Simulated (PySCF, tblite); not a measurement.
# H7O3PSi3, a small molecule taken as a stand-in for a surface group (silica 3-ring): NMR shifts, core binding energies and electronic excitations, part 2 of 2

tblite 0.8.0 and PySCF 2.14.0. Atoms count from 0, parts from 1. Earlier steps stand in the parts before.

### Step 5. X-ray photoelectron lines: SCAN, X2C

What the job is given:

```
{"job": {"kind": "xps", "holes": 5}, "charge": 0, "multiplicity": 1}
O      0.969024    -0.237129    -1.007840
Si    -0.325344    -0.310855    -2.052135
O     -1.698373    -0.483856    -1.130725
Si    -1.953885    -0.582819     0.509333
O     -0.467241    -0.475947     1.249641
Si     1.052793    -0.156901     0.652195
P      1.592555     1.949680     1.220822
H     -0.166700    -1.491546    -2.939248
H     -0.410137     0.949813    -2.833434
H     -2.569212    -1.893424     0.840786
H     -2.813641     0.547618     0.944560
H      1.989956    -1.202357     1.138392
H      2.959307     1.779080     0.837670
H      1.834394     1.593974     2.584177
```

Level: delta-SCF UKS SCAN, pcX-2 on the ionised atom, pcseg-1 elsewhere, spin-free X2C.

What it wrote:

```text
ground state, core basis on atom 1 (Si), 191 functions
  cycle   1  E = -1442.21298136  |g| = 1.18e+00
  cycle   2  E = -1441.54547382  |g| = 2.19e+00
  cycle   3  E = -1442.46771274  |g| = 1.28e-01
  cycle   4  E = -1442.47123833  |g| = 5.93e-02
  cycle   5  E = -1442.47242697  |g| = 1.54e-02
  cycle   6  E = -1442.47249473  |g| = 6.87e-03
  cycle   7  E = -1442.47250235  |g| = 2.80e-03
  cycle   8  E = -1442.47250409  |g| = 3.71e-04
  E(ground) = -1442.56135530 Eh
hole in Si 2p of atom 1
  cycle   1  E = -1438.15775590  |g| = 1.24e+00
  cycle   2  E = -1436.54903678  |g| = 1.59e+00
  cycle   3  E = -1438.22345816  |g| = 5.80e-01
  cycle   4  E = -1438.45949717  |g| = 1.52e-01
  cycle   5  E = -1438.46485627  |g| = 1.54e-01
  cycle   6  E = -1438.47462733  |g| = 3.70e-02
  cycle   7  E = -1438.47522357  |g| = 1.30e-02
  cycle   8  E = -1438.47530582  |g| = 5.54e-03
  cycle   9  E = -1438.47531822  |g| = 1.74e-03
  cycle  10  E = -1438.47531817  |g| = 5.42e-04
  cycle  11  E = -1438.47531789  |g| = 2.62e-04
  E(ion) = -1438.57513775 Eh   <S^2> = 0.7512   hole on atom = 1.003   binding energy = 108.471 eV
  2p3/2 = 108.212 eV   2p1/2 = 108.839 eV
ground state, core basis on atom 2 (O), 180 functions
  cycle   1  E = -1442.39958343  |g| = 1.13e-01
  cycle   2  E = -1442.39728477  |g| = 1.34e-01
  cycle   3  E = -1442.39999542  |g| = 5.24e-02
  cycle   4  E = -1442.40045022  |g| = 8.33e-03
  cycle   5  E = -1442.40046428  |g| = 2.96e-03
  cycle   6  E = -1442.40046546  |g| = 3.34e-04
  E(ground) = -1442.52691123 Eh
hole in O 1s of atom 2
  cycle   1  E = -1421.79068288  |g| = 2.23e+00
  cycle   2  E = -1420.10455013  |g| = 2.48e+00
  cycle   3  E = -1422.37227940  |g| = 6.49e-01
  cycle   4  E = -1422.59024959  |g| = 2.27e-01
  cycle   5  E = -1422.62011948  |g| = 9.16e-02
  cycle   6  E = -1422.62461162  |g| = 2.96e-02
  cycle   7  E = -1422.62492154  |g| = 1.29e-02
  cycle   8  E = -1422.62499873  |g| = 4.15e-03
  cycle   9  E = -1422.62500189  |g| = 9.43e-04
  cycle  10  E = -1422.62500494  |g| = 4.20e-04
  E(ion) = -1422.75162821 Eh   <S^2> = 0.7621   hole on atom = 1.000   binding energy = 538.113 eV
ground state, core basis on atom 4 (O), 180 functions
  cycle   1  E = -1442.39593628  |g| = 1.64e-01
  cycle   2  E = -1442.38542519  |g| = 2.74e-01
  cycle   3  E = -1442.39913431  |g| = 3.45e-02
  cycle   4  E = -1442.39930840  |g| = 1.73e-02
  cycle   5  E = -1442.39935992  |g| = 3.05e-03
  cycle   6  E = -1442.39935938  |g| = 6.32e-04
  cycle   7  E = -1442.39935911  |g| = 2.46e-04
  E(ground) = -1442.52667149 Eh
hole in O 1s of atom 4
  cycle   1  E = -1421.78711161  |g| = 2.23e+00
  cycle   2  E = -1421.23405799  |g| = 2.25e+00
  cycle   3  E = -1422.54292220  |g| = 4.77e-01
  cycle   4  E = -1422.57031622  |g| = 3.68e-01
  cycle   5  E = -1422.62462942  |g| = 7.17e-02
  cycle   6  E = -1422.62633717  |g| = 2.29e-02
  cycle   7  E = -1422.62671753  |g| = 5.37e-03
  cycle   8  E = -1422.62673607  |g| = 2.00e-03
  cycle   9  E = -1422.62673821  |g| = 1.09e-03
  cycle  10  E = -1422.62673876  |g| = 4.95e-04
  E(ion) = -1422.75458032 Eh   <S^2> = 0.7618   hole on atom = 1.000   binding energy = 538.026 eV
ground state, core basis on atom 5 (Si), 191 functions
  cycle   1  E = -1442.47062362  |g| = 3.12e-01
  cycle   2  E = -1442.46454205  |g| = 2.20e-01
  cycle   3  E = -1442.46677201  |g| = 1.85e-01
  cycle   4  E = -1442.47318278  |g| = 2.52e-02
  cycle   5  E = -1442.47329947  |g| = 6.63e-03
  cycle   6  E = -1442.47330736  |g| = 1.26e-03
  cycle   7  E = -1442.47330975  |g| = 4.29e-04
  E(ground) = -1442.56143482 Eh
hole in Si 2p of atom 5
  cycle   1  E = -1438.15342240  |g| = 1.25e+00
  cycle   2  E = -1437.14322609  |g| = 1.59e+00
  cycle   3  E = -1438.29568332  |g| = 5.51e-01
  cycle   4  E = -1438.47241806  |g| = 1.61e-01
  cycle   5  E = -1438.47711110  |g| = 1.28e-01
  cycle   6  E = -1438.48319586  |g| = 2.64e-02
  cycle   7  E = -1438.48355094  |g| = 1.03e-02
  cycle   8  E = -1438.48358564  |g| = 4.18e-03
  cycle   9  E = -1438.48359615  |g| = 1.39e-03
  cycle  10  E = -1438.48359560  |g| = 3.87e-04
  E(ion) = -1438.58267356 Eh   <S^2> = 0.7513   hole on atom = 1.003   binding energy = 108.268 eV
  2p3/2 = 108.013 eV   2p1/2 = 108.640 eV
ground state, core basis on atom 6 (P), 191 functions
  cycle   1  E = -1442.47641794  |g| = 3.41e-01
  cycle   2  E = -1442.47615447  |g| = 5.12e-02
  cycle   3  E = -1442.47559939  |g| = 6.88e-02
  cycle   4  E = -1442.47702302  |g| = 4.67e-03
  cycle   5  E = -1442.47702615  |g| = 3.99e-03
  cycle   6  E = -1442.47702905  |g| = 3.10e-04
  E(ground) = -1442.57700788 Eh
hole in P 2p of atom 6
  cycle   1  E = -1437.05317137  |g| = 1.38e+00
  cycle   2  E = -1435.33738036  |g| = 1.67e+00
  cycle   3  E = -1437.12230925  |g| = 7.31e-01
  cycle   4  E = -1437.41638529  |g| = 2.09e-01
  cycle   5  E = -1437.43580340  |g| = 1.55e-01
  cycle   6  E = -1437.44414904  |g| = 5.51e-02
  cycle   7  E = -1437.44523399  |g| = 2.17e-02
  cycle   8  E = -1437.44541553  |g| = 3.60e-03
  cycle   9  E = -1437.44542235  |g| = 1.70e-03
  cycle  10  E = -1437.44542549  |g| = 5.64e-04
  cycle  11  E = -1437.44542483  |g| = 5.16e-04
  cycle  12  E = -1437.44542503  |g| = 2.28e-04
  E(ion) = -1437.55568254 Eh   <S^2> = 0.7537   hole on atom = 1.002   binding energy = 136.637 eV
  2p3/2 = 136.400 eV   2p1/2 = 137.291 eV
```

Wall time 56 s (1 thread of Intel Xeon Platinum 8488C, shared host); peak memory 0.75 GiB.

Binding energies by hole, beside the orbital energy of the ground state; the difference holds orbital relaxation and, for a density functional, its self-interaction error:

```
       hole  stands for                   environment  ΔSCF (eV; 2p as the shell's mean)  −ε (eV)   ⟨S²⟩
Si2p on Si1    Si1, Si3    silicon bonded to 2 O, 2 H                             108.42     97.4  0.751
  O1s on O2          O2         oxygen bonded to 2 Si                             538.11    516.8  0.762
  O1s on O4      O0, O4         oxygen bonded to 2 Si                             538.03    516.9  0.762
Si2p on Si5         Si5   silicon bonded to 2 O, P, H                             108.22     97.6  0.751
  P2p on P6          P6  phosphorus bonded to Si, 2 H                             136.70    125.8  0.754
```

Each hole run stands for the others of its class of like atoms.

With the spin-orbit splitting: Si1 2p3/2 108.21, 2p1/2 108.84 eV; Si5 2p3/2 108.01, 2p1/2 108.64 eV; P6 2p3/2 136.40, 2p1/2 137.29 eV. The table gives each 2p level as the mean over the whole 2p shell (two parts 2p3/2, one part 2p1/2), which differs a little from the single hole in the log.

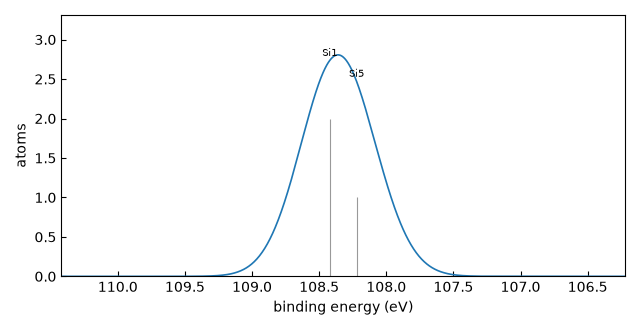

The Si2p photoelectron lines, weighted by the number of atoms. Lines are broadened to a width of 0.60 eV (Gaussian).

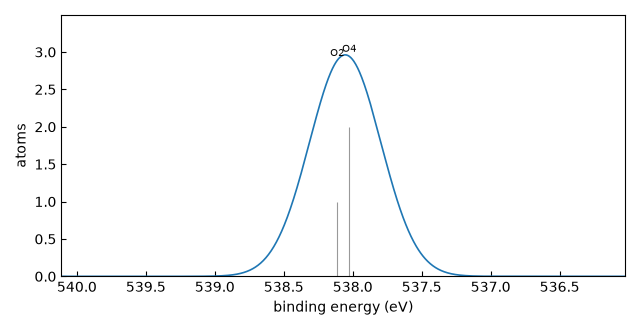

The O1s photoelectron lines, weighted by the number of atoms. Lines are broadened to a width of 0.60 eV (Gaussian).

### Step 6. Ultraviolet spectrum: CAM-B3LYP/def2-SVPD

Same as in step 5 but for these lines:

```diff
@@ -1,2 +1,2 @@
-{"job": {"kind": "xps", "holes": 5}, "charge": 0, "multiplicity": 1}
+{"job": {"kind": "uv", "xc": "CAM-B3LYP", "basis": "def2-SVPD", "nstates": 6, "ntriplets": 2, "ip": true}, "charge": 0, "multiplicity": 1}
 O      0.969024    -0.237129    -1.007840
```

Method: TDDFT CAM-B3LYP/def2-SVPD, vertical, gas phase, core orbitals frozen in the response.

What it wrote:

```text
coarse grid: 14096 points
cycle   1  E = -1438.9498848940  dE =  7.902e-01  |g| = 1.165e+00  |ddm| = 7.354e+00
cycle   2  E = -1438.7587606900  dE =  1.911e-01  |g| = 1.563e+00  |ddm| = 5.448e+00
cycle   3  E = -1439.2066167593  dE = -4.479e-01  |g| = 6.165e-02  |ddm| = 2.295e+00
cycle   4  E = -1439.2075954195  dE = -9.787e-04  |g| = 2.291e-02  |ddm| = 2.724e-01
cycle   5  E = -1439.2077507305  dE = -1.553e-04  |g| = 6.183e-03  |ddm| = 1.396e-01
cycle   6  E = -1439.2077588616  dE = -8.131e-06  |g| = 2.743e-03  |ddm| = 2.024e-02
final grid: 118936 points
cycle   7  E = -1439.4068992353  dE = -7.584e-06  |g| = 4.314e-03  |ddm| = 5.148e-02
cycle   8  E = -1439.4068956512  dE =  3.584e-06  |g| = 6.245e-03  |ddm| = 1.583e-02
cycle   9  E = -1439.4069026331  dE = -6.982e-06  |g| = 1.334e-04  |ddm| = 8.957e-03
cycle  10  E = -1439.4069026371  dE = -3.958e-09  |g| = 9.119e-05  |ddm| = 8.340e-04
cycle  11  E = -1439.4069026387  dE = -1.639e-09  |g| = 2.842e-05  |ddm| = 2.674e-04
cycle  12  E = -1439.4069026389  dE = -1.837e-10  |g| = 5.002e-06  |ddm| = 6.958e-05
converged SCF energy = -1439.4069026389

Static polarisability (au): isotropic 103.985, principal 95.631 99.860 116.463

Singlet excitations
state   eV       nm        f      main configurations
  1   6.4973    190.8   0.00531   H->L+2 0.73, H->L+7 0.11
  2   6.6668    186.0   0.03853   H->L 0.81, H->L+3 0.08
  3   7.2719    170.5   0.01027   H->L+7 0.49, H->L+4 0.28, H->L+2 0.12
  4   7.3755    168.1   0.32939   H->L+3 0.46, H->L+5 0.31
  5   7.4810    165.7   0.00479   H->L+1 0.40, H-1->L+1 0.34
  6   7.5536    164.1   0.05648   H-1->L 0.37, H->L+6 0.37

Triplet excitations (Tamm-Dancoff, eV): 5.6449 5.8159
Vertical ionisation energy (delta-SCF) = 9.6531 eV
```

Run time: 2.4 min. Hardware: 1 thread of Intel Xeon Platinum 8488C, shared host; peak memory 1.2 GiB.

The orbitals next to the gap, with their largest atomic shares:

```
orbital      eV                        atoms
 HOMO−3  -10.58   O4 20 %, O0 20 %, Si1 12 %
 HOMO−2  -10.55    P6 25 %, O2 21 %, Si5 8 %
 HOMO−1   -9.92    P6 19 %, O2 13 %, Si1 9 %
   HOMO   -8.84   P6 56 %, Si5 16 %, H11 8 %
   LUMO    0.71  Si5 20 %, P6 16 %, Si3 14 %
 LUMO+1    1.10  Si3 17 %, O2 17 %, Si1 16 %
 LUMO+2    1.11   P6 16 %, Si5 13 %, O0 11 %
```

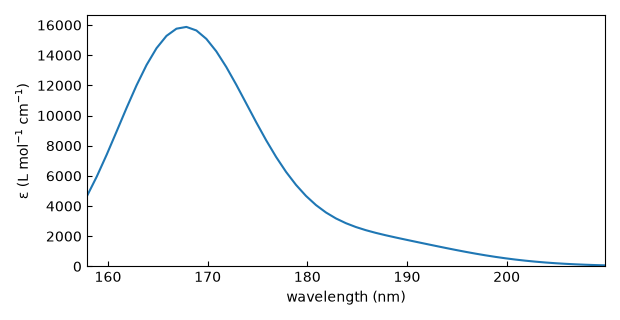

Absorption spectrum: each of the 6 states is a Gaussian band of 0.4 eV half-width at 1/e. Beyond the last state computed it falls off for lack of states.

Ground-state properties from the same run:

```
           property  computed
  dipole moment (D)      0.47
polarisability (Å³)     15.41
 HOMO–LUMO gap (eV)      9.55
      −ε(HOMO) (eV)      8.84
```

### Step 7. Results

This closing draws on all 2 parts.

| quantity | value |
| --- | --- |
| point group | Cs |
| rotational constants (main isotopes) | 1.89, 0.96, 0.74 GHz |
| 1H shifts against TMS (PBE0/pcSseg-1, means over atoms taken as alike) | 6.04, 5.23, 5.19, 1.76 ppm |
| 17O shifts against H2O (PBE0/pcSseg-1, means over atoms taken as alike) | 100.1, 83.5 ppm |
| 29Si shifts against TMS (PBE0/pcSseg-1, means over atoms taken as alike) | -6.3, -32.7 ppm |
| 31P shifts against H3PO4 (PBE0/pcSseg-1) | -262.7 ppm |
| Si2p binding energies, SCAN/pcX-2 | Si1 108.42, Si5 108.22 eV |
| O1s binding energies, SCAN/pcX-2 | O2 538.11, O4 538.03 eV |
| P2p binding energies, SCAN/pcX-2 | P6 136.70 eV |
| lowest singlet (CAM-B3LYP/def2-SVPD) | 6.50 eV (191 nm), f = 0.005 |
| brightest single state of those computed | state 4, 7.38 eV, f = 0.329 |
| lowest triplet | 5.64 eV |
| vertical ionisation energy (ΔSCF) | 9.65 eV |

In words: The optimisation took 11 steps and gained 0.543 eV; among the close pairs (by a distance rule), P6–H12 changed most, from 1.350 to 1.430 Å (PBE0/def2-SVP). At PBE0/pcSseg-1: Shielding is most anisotropic at O2 (span 155 ppm, paramagnetic term -151 ppm). Si1 (silicon bonded to 2 O, 2 H) binds its Si2p electron 0.20 eV more tightly than Si5 (silicon bonded to 2 O, P, H). O2 (oxygen bonded to 2 Si) binds its O1s electron 0.09 eV more tightly than O4 (oxygen bonded to 2 Si). The lowest singlet, at 6.50 eV, is HOMO→LUMO+2 0.73, HOMO→LUMO+7 0.11 and is weak; of the 6 states computed, the strongest absorption comes from state 4 at 7.38 eV. The lowest triplet lies 0.85 eV below the lowest singlet (triplets in Tamm-Dancoff, singlets in full TDDFT). The orbital energy would give 8.84 eV for ionisation, ΔSCF gives 9.65 eV. A capped cluster stands for the solid here, so long-range fields and strain are missing, and bands or shifts of the capping hydrogens have no counterpart in it.
